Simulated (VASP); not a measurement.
```
KBr
1.0
    4.64150     0.00000     0.00000
   -2.32075     4.01966     0.00000
    0.00000     0.00000     8.11363
K Br
2 2
Direct
  0.00000   0.00000   0.00000
  0.00000   0.00000   0.50000
  0.33333   0.66667   0.25000
  0.66667   0.33333   0.75000
```

The numbers are results of PBE GGA, VASP's PBE PAW potentials (set 64) (plane waves; VASP 6.6.1), not measurements. Numerical set-up: 400 eV cut-off, 6×6×3 Γ-centred mesh, tetrahedra with Blöchl corrections, potentials K_sv Br.

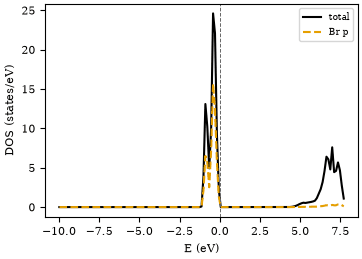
Figure. Total and projected density of states, zero at the valence-band maximum

Within 2 eV below the valence-band maximum the largest weight inside VASP's projection spheres is Br p.

The gap is direct, 4.24 eV, from the valence maximum at Γ to the conduction minimum at Γ.

The structure was generated: KBr was put into the NiAs type type (P6_3/mmc), which need not be its known phase. It was relaxed first, which changed the volume by -8 %.
